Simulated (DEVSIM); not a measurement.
Structure: W/SiO2/n-GaAs capacitor, at 300 K.

| layer (left to right) | material | thickness (nm) | Nd (cm⁻³) |
|---|---|---|---|
| 1 | SiO2 | 1.20 | - |
| 2 | GaAs | 9700 | 8.8e14 |

Metal gate on the left, work function 4.6 eV. Fixed charge at the semiconductor interface -1.8e10 cm⁻² (in units of +e); no interface traps.

Constants are typed, rounded textbook-type inputs, not results; the design itself was drawn at random and stands for no fabricated device. Values at 300 K.

```csv
parameter,SiO2,GaAs
gap (eV),9,1.424
affinity (eV),0.9,4.07
permittivity,3.9,12.9
Nc (cm⁻³),-,4.7e17
Nv (cm⁻³),-,9e18
```

DEVSIM, 1D Poisson equation in equilibrium, Boltzmann statistics, complete ionisation; no quantum confinement or tunnelling. Metal contacts follow the ideal Schottky-Mott rule: no Fermi-level pinning, no interface dipoles.

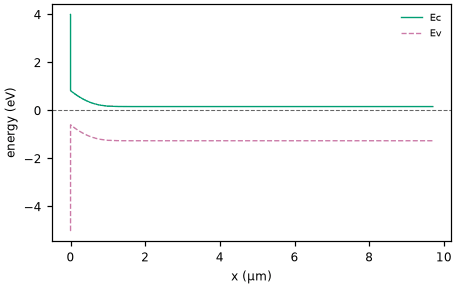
*Band edges at -0.3 V on the gate*

Energies count from the Fermi level of the right contact; mesh points crowd at the junctions.

| x (μm) | Ec (eV) | Ev (eV) | n (cm⁻³) | p (cm⁻³) | field (V/cm) |
|---|---|---|---|---|---|
| 0.000 | 4.000 | -5.000 | < 1e2 | < 1e2 | -33000 |
| 0.0006407 | 3.998 | -5.002 | < 1e2 | < 1e2 | -33000 |
| 0.001414 | 0.826 | -0.598 | 6300 | 8.0e8 | -13000 |
| 0.003037 | 0.824 | -0.600 | 6800 | 7.4e8 | -13000 |
| 0.008611 | 0.817 | -0.607 | 8900 | 5.7e8 | -12000 |
| 0.01873 | 0.804 | -0.620 | 14000 | 3.5e8 | -12000 |
| 0.04220 | 0.776 | -0.648 | 44000 | 1.2e8 | -12000 |
| 0.1206 | 0.685 | -0.739 | 1500000 | 3500000 | -11000 |
| 0.2629 | 0.540 | -0.884 | 4.0e8 | 13000 | -9300 |
| 0.5732 | 0.310 | -1.114 | 2.9e12 | < 1e2 | -5500 |
| 1.293 | 0.165 | -1.259 | 8.0e14 | < 1e2 | -170 |
| 3.697 | 0.162 | -1.262 | 8.8e14 | < 1e2 | ≈ 0 |
| 6.684 | 0.162 | -1.262 | 8.8e14 | < 1e2 | ≈ 0 |
| 8.318 | 0.162 | -1.262 | 8.8e14 | < 1e2 | ≈ 0 |
| 9.218 | 0.162 | -1.262 | 8.8e14 | < 1e2 | ≈ 0 |
| 9.488 | 0.162 | -1.262 | 8.8e14 | < 1e2 | ≈ 0 |
| 9.604 | 0.162 | -1.262 | 8.8e14 | < 1e2 | ≈ 0 |
| 9.657 | 0.162 | -1.262 | 8.8e14 | < 1e2 | ≈ 0 |
| 9.687 | 0.162 | -1.262 | 8.8e14 | < 1e2 | ≈ 0 |
| 9.695 | 0.162 | -1.262 | 8.8e14 | < 1e2 | ≈ 0 |
| 9.699 | 0.162 | -1.262 | 8.8e14 | < 1e2 | ≈ 0 |
| 9.701 | 0.162 | -1.262 | 8.8e14 | < 1e2 | ≈ 0 |
